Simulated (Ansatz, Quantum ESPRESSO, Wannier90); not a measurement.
# zigzag Na chain, bond 3.30 Å, width 1.6 Å: Wannier functions and conductance, part 3 of 5

Wanted: localised orbitals and the quantum conductance of this wire: zigzag Na chain, bond 3.30 Å, width 1.6 Å.

Quantum ESPRESSO 7.5 and Wannier90 3.1.0; plane-wave DFT, PBE, GBRV ultrasoft pseudopotentials; cross-check by Ansatz 0.2.0 with PAW datasets.

So far. Step 2 (Ground state): The run needed 9 iterations to bring the estimated error under 1e-07 Ry; the largest force on any atom, held or free, is 0.10 eV/Å.

**6. Localisation, bands and conductance**

Level of this step: maximally localised Wannier functions and ballistic conductance; plane-wave DFT, PBE, GBRV ultrasoft pseudopotentials (Wannier90).

After disentangling and localising, transport_mode = bulk builds principal layers from hoppings within dist_cutoff and counts open channels.

wan.win reads:

```
num_wann = 2
num_bands = 17
num_iter = 200
num_print_cycles = 20
conv_tol = 1e-8
conv_window = 5
guiding_centres = true
dis_num_iter = 1500
dis_conv_tol = 1e-8
dis_win_min = -12.9627
dis_win_max = 7.0373
dis_froz_max = -0.4627
search_shells = 120
fermi_energy = -1.9627

transport = true
transport_mode = bulk
one_dim_axis = z
dist_cutoff = 17.22
dist_cutoff_mode = one_dim
tran_win_min = -4.0
tran_win_max = 2.0
tran_energy_step = 0.02

bands_plot = true
bands_num_points = 96
begin kpoint_path
G 0.0 0.0 0.0 Z 0.0 0.0 0.5
end kpoint_path

begin projections
Na:s
end projections

begin unit_cell_cart
ang
  9.0000000000 0.0000000000 0.0000000000
  0.0000000000 8.0000000000 0.0000000000
  0.0000000000 0.0000000000 5.7723478759
end unit_cell_cart

begin atoms_frac
  Na -0.0888888889 0.0000000000 0.0000000000
  Na 0.0888888889 0.0000000000 0.5000000000
end atoms_frac

mp_grid = 1 1 6
begin kpoints
  0.0 0.0 0.0000000000
  0.0 0.0 0.1666666667
  0.0 0.0 0.3333333333
  0.0 0.0 0.5000000000
  0.0 0.0 0.6666666667
  0.0 0.0 0.8333333333
end kpoints
```

Started as:

```bash
OMP_NUM_THREADS=1 wannier90.x wan > wan.run.log
```

The log of the run:

```text
[banner, memory and clock lines left out]
+---------------------------------------------------+
             |                                                   |
             |                   WANNIER90                       |
             |                                                   |
             +---------------------------------------------------+
             |                                                   |
             |        Welcome to the Maximally-Localized         |
             |        Generalized Wannier Functions code         |
             |                             |
             |                                                   |
             |                                                   |
             |  Wannier90 Developer Group:                       |
             |    Giovanni Pizzi    (EPFL)                       |
             |    Valerio Vitale    (Cambridge)                  |
             |    David Vanderbilt  (Rutgers University)         |
             |    Nicola Marzari    (EPFL)                       |
             |    Ivo Souza         (Universidad del Pais Vasco) |
             |    Arash A. Mostofi  (Imperial College London)    |
             |    Jonathan R. Yates (University of Oxford)       |
             |                                                   |
             |  For the full list of Wannier90 3.x authors,      |
             |  please check the code documentation and the      |
             |  README on the GitHub page of the code            |
             |                                                   |
             |                                                   |
             |                                                   |
             |  [ref] "Wannier90 as a community code:            |
             |        new features and applications",            |
             |        165902 (2020).                             |
             |            |
             |                                                   |
             |  in any publications arising from the use of      |
             |                                                   |
             |  [ref] "Maximally Localized Generalised Wannier   |
             |         Functions for Composite Energy Bands"     |
             |         N. Marzari and D. Vanderbilt              |
             |         Phys. Rev. B 56 12847 (1997)              |
             |                                                   |
             |  [ref] "Maximally Localized Wannier Functions     |
             |         for Entangled Energy Bands"               |
             |         I. Souza, N. Marzari and D. Vanderbilt    |
             |         Phys. Rev. B 65 035109 (2001)             |
             |                                                   |
             |                                                   |
             | Copyright (c) 1996-2020                           |
             |        The Wannier90 Developer Group and          |
             |        individual contributors                    |
             |                                                   |
             |      Release: 3.1.0        5th March    2020      |
             |                                                   |
             | This program is free software; you can            |
             | redistribute it and/or modify it under the terms  |
             | of the GNU General Public License as published by |
             | the Free Software Foundation; either version 2 of |
             | the License, or (at your option) any later version|
             |                                                   |
             | This program is distributed in the hope that it   |
             | will be useful, but WITHOUT ANY WARRANTY; without |
             | even the implied warranty of MERCHANTABILITY or   |
             | FITNESS FOR A PARTICULAR PURPOSE. See the GNU     |
             | General Public License for more details.          |
             |                                                   |
             | You should have received a copy of the GNU General|
             | Public License along with this program; if not,   |
             | write to the Free Software Foundation, Inc.,      |
             | 675 Mass Ave, Cambridge, MA 02139, USA.           |
             |                                                   |
             +---------------------------------------------------+
[date or host left out]
             +---------------------------------------------------+

 ******************************************************************************
 * -> Using CODATA 2006 constant values                                       *
 *    (                      *
 * -> Using Bohr value from CODATA                                            *
 ******************************************************************************

 Running in serial (with parallel executable)

                                    ------
                                    SYSTEM
                                    ------

                              Lattice Vectors (Ang)
                    a_1     9.000000   0.000000   0.000000
                    a_2     0.000000   8.000000   0.000000
                    a_3     0.000000   0.000000   5.772348

                   Unit Cell Volume:     415.60905  (Ang^3)

                        Reciprocal-Space Vectors (Ang^-1)
                    b_1     0.698132   0.000000   0.000000
                    b_2     0.000000   0.785398   0.000000
                    b_3     0.000000   0.000000   1.088497

 *----------------------------------------------------------------------------*
 |   Site       Fractional Coordinate          Cartesian Coordinate (Ang)     |
 +----------------------------------------------------------------------------+
 | Na   1  -0.08889   0.00000   0.00000   |   -0.80000   0.00000   0.00000    |
 | Na   2   0.08889   0.00000   0.50000   |    0.80000   0.00000   2.88617    |
 *----------------------------------------------------------------------------*
                                ------------
                                K-POINT GRID
                                ------------

             Grid size =  1 x  1 x  6      Total points =    6

 *---------------------------------- MAIN ------------------------------------*
 |  Number of Wannier Functions               :                 2             |
 |  Number of Objective Wannier Functions     :                 2             |
 |  Number of input Bloch states              :                17             |
[...]
+----------------------------------------------------------------------------+
 |                           b_k Directions (Ang^-1)                          |
 |                           -----------------------                          |
 |            No.           x           y           z                         |
 |            ---        --------------------------------                     |
 |             1         0.000000    0.000000    0.181416                     |
 |             2         0.698132    0.000000    0.000000                     |
 |             3         0.000000    0.785398    0.000000                     |
 +----------------------------------------------------------------------------+

 Time to get kmesh              0.007 (sec)
 *============================================================================*
 |                              MEMORY ESTIMATE                               |
 |         Maximum RAM allocated during each phase of the calculation         |
 *============================================================================*
 |                        Disentanglement            0.23 Mb                  |
 |                            Wannierise:            0.02 Mb                  |
 |                          plot_wannier:            0.02 Mb                  |
 *----------------------------------------------------------------------------*

 Starting a new Wannier90 calculation ...

 Reading overlaps from wan.mmn    :  Created on   at 18:17:53

 Reading projections from wan.amn :  Created on   at 18:17:53

 Time to read overlaps          0.006 (sec)

 *------------------------------- DISENTANGLE --------------------------------*
 +----------------------------------------------------------------------------+
 |                              Energy  Windows                               |
 |                              ---------------                               |
 |                   Outer:  -12.96270  to    7.03730  (eV)                   |
 |                   Inner:  -12.96270  to   -0.46270  (eV)                   |
 +----------------------------------------------------------------------------+
   Number of target bands to extract:    2

                   Unitarised projection of Wannier functions
   A_mn = <psi_m|g_n> --> S = A.A^+ --> U = S^-1/2.A
   In dis_project... done
   Using an inner window (linner = T)
   In dis_proj_froz... done

                   Extraction of optimally-connected subspace
 +---------------------------------------------------------------------+<-- DIS
 |  Iter     Omega_I(i-1)      Omega_I(i)      Delta (frac.)    Time   |<-- DIS
 +---------------------------------------------------------------------+<-- DIS
       1      13.66140427      13.66140427       0.000E+00      0.00    <-- DIS
       2      13.66140427      13.66140427       0.000E+00      0.00    <-- DIS
       3      13.66140427      13.66140427       0.000E+00      0.00    <-- DIS

             <<<      Delta < 1.000E-08  over  3 iterations     >>>
             <<< Disentanglement convergence criteria satisfied >>>

        Final Omega_I    13.66140427 (Ang^2)

 +----------------------------------------------------------------------------+

 Time to disentangle bands      0.000 (sec)

 Writing checkpoint file wan.chk... done

 *------------------------------- WANNIERISE ---------------------------------*
 +--------------------------------------------------------------------+<-- CONV
 | Iter  Delta Spread     RMS Gradient      Spread (Ang^2)      Time  |<-- CONV
 +--------------------------------------------------------------------+<-- CONV

 Initial State
  WF centre and spread    1  ( -0.812200, -0.000000, -0.000000 )     8.42278573
  WF centre and spread    2  (  0.812200, -0.000000,  2.886174 )     8.42278143
  Sum of centres and spreads (  0.000000, -0.000000,  2.886174 )    16.84556716

      0     0.168E+02     0.0000000000       16.8455671568       0.00  <-- CONV
        O_D=      0.7560719 O_OD=      2.4280910 O_TOT=     16.8455672 <-- SPRD
 Cycle:      1
  WF centre and spread    1  ( -0.812200, -0.000000, -0.000000 )     8.42278575
  WF centre and spread    2  (  0.812200, -0.000000,  2.886174 )     8.42278141
  Sum of centres and spreads (  0.000000, -0.000000,  2.886174 )    16.84556716

      1    -0.497E-13     0.0000018953       16.8455671568       0.00  <-- CONV
        O_D=      0.7560719 O_OD=      2.4280910 O_TOT=     16.8455672 <-- SPRD
 Delta: O_D=  0.1187939E-13 O_OD= -0.6039613E-13 O_TOT= -0.4973799E-13 <-- DLTA

             <<<     Delta < 1.000E-08  over  5 iterations     >>>
             <<< Wannierisation convergence criteria satisfied >>>

 Final State
  WF centre and spread    1  ( -0.812200, -0.000000,  0.000000 )     8.42278749
  WF centre and spread    2  (  0.812200, -0.000000,  2.886174 )     8.42277967
  Sum of centres and spreads ( -0.000000, -0.000000,  2.886174 )    16.84556716

         Spreads (Ang^2)       Omega I      =    13.661404266
        ================       Omega D      =     0.756071879
                               Omega OD     =     2.428091012
    Final Spread (Ang^2)       Omega Total  =    16.845567157
 Time for wannierise            0.000 (sec)

 Writing checkpoint file wan.chk... done

 *---------------------------------------------------------------------------*
 |                               PLOTTING                                    |
 *---------------------------------------------------------------------------*

 Translated centres
    translation centre in fractional coordinate:  0.000000  0.000000  0.250000
  WF centre     1  ( -0.812200, -0.000000,  0.000000 )
  WF centre     2  (  0.812200, -0.000000,  2.886174 )

 Calculating interpolated band-structure

 Time to calculate interpolated band structure       0.001 (sec)

 Time for plotting              0.002 (sec)

 *---------------------------------------------------------------------------*
 |                              TRANSPORT                                    |
 *---------------------------------------------------------------------------*

 Calculation of Quantum Conductance and DoS: bulk mode

 Maximum imaginary part of the real-space Hamiltonian:     0.000000

     Maximum real part of the real-space Hamiltonian at each lattice point
            Lattice point R           Max |H_ij(R)|
                  -4                     0.000000
                  -3                     0.020444
                  -2                     0.046612
                  -1                     0.670810
                   0                     1.858915
                   1                     0.670810
                   2                     0.046612
                   3                     0.020444
                   4                     0.000000

 Number of unit cells inside the principal layer:     3
 Number of Wannier Functions inside the principal layer:     6

 Calculating quantum conductance and density of states... done

 Time for transport             0.008 (sec)
 Total Execution Time           0.028 (sec)

 *===========================================================================*
 |                             TIMING INFORMATION                            |
 *===========================================================================*
 |    Tag                                                Ncalls      Time (s)|
 |---------------------------------------------------------------------------|
 |kmesh: get                                        :         1         0.007|
 |overlap: allocate                                 :         1         0.000|
 |overlap: read                                     :         1         0.006|
 |dis: main                                         :         1         0.000|
 |wann: main                                        :         1         0.000|
 |plot: main                                        :         1         0.002|
 |tran: main                                        :         1         0.008|
 *---------------------------------------------------------------------------*

 All done: wannier90 exiting
[key lines of the parts left out:]
|  Fermi energy (eV)                         :            -1.963             |
```

Elapsed: 0.49 s, on 1 MPI rank of Arm Neoverse V2, shared host; peak memory 0.09 GiB.

Read from the output:

| Property | Result |
| --- | --- |
| lead channels at the Fermi level, one spin | 1.0000 |
| total spread | 16.85 Å² |
| gauge-invariant spread | 13.66 Å² |
| largest misfit to plane-wave levels between mesh points, inside the frozen window | 0.09695 eV |

Per spin. Quantum conductance of the perfect wire, open channels against energy, zero at the Fermi level:

```csv
energy (eV),"quantum conductance of the perfect wire, open channels"
-1.2600,1.0e-9
-1.0200,1.000
-0.7600,1
-0.5000,1
-0.2600,1
0.0000,1
0.2400,1
0.5000,1
0.7400,1
1.0000,1
1.2400,1
1.5000,1.3e-7
```

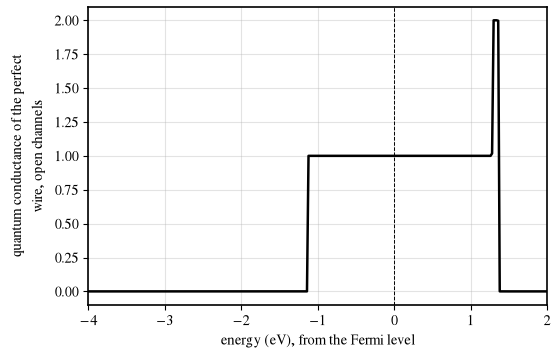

Quantum conductance of the perfect wire, open channels, plotted against energy.

Wannier functions:

```
no.    x (Å)  y (Å)  z (Å)  spread (Å²)
  1  -0.8122      0      0        8.423
  2   0.8122      0  2.886        8.423
```

The electronic bands at the labelled points (eV, zero at the Fermi level; # counts the bands kept):

```
point     #1     #2
    Γ  -1.15   1.27
    Z  -0.01  -0.01
```

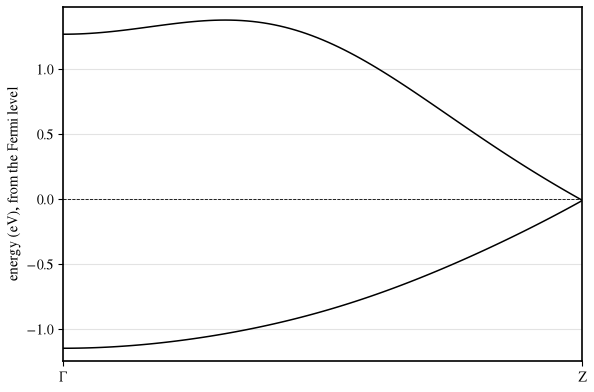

Electronic bands along the path.

Bands and channels are those of the Wannier model: bands that were not projected, and all outside the frozen window, are missing or only approximate.

**7. Neighbour list from wannier90 -pp, with dis_num_iter = 10**

How much does a setting matter? One run is repeated with a change.

wan_w.win, as its differences from the input of step 6:

```diff
@@ -7,3 +7,3 @@
 guiding_centres = true
-dis_num_iter = 1500
+dis_num_iter = 10
 dis_conv_tol = 1e-8
```

Started as:

```bash
OMP_NUM_THREADS=1 wannier90.x -pp wan_w > wan_w.pp.log
```

Run time: 0.47 s. Hardware: 1 MPI rank; peak memory 0.09 GiB.

**8. Overlaps and projections**

The follow-up step for that run.

wan_w.p2w.in reads:

```
&inputpp
  prefix = 'nscf'
  outdir = './out'
  seedname = 'wan_w'
  write_mmn = .true.
  write_amn = .true.
  write_unk = .false.
/
```

Started as:

```bash
OMP_NUM_THREADS=1 mpirun -n 2 pw2wannier90.x -in wan_w.p2w.in > wan_w.p2w.out
```

Run time: 2.1 s. Hardware: 2 MPI ranks; peak memory 0.12 GiB.

(Part 3 of 5 ends here.)

[Logs are printed without paths, hosts, clocks, repeated set-up lines and the standing remarks that a program may print on its own settings, such as how far it seeks lower states.]

[Hosts, paths, dates, database ids (printed as entryN), source tags and the programs' standing remarks are cut or masked in the printed files.]

[Maps of the electrostatic potential energy from Ansatz leave out the sawtooth potential of an applied field or a dipole correction, so their vacuum need not be flat; planar profiles and work functions include it.]
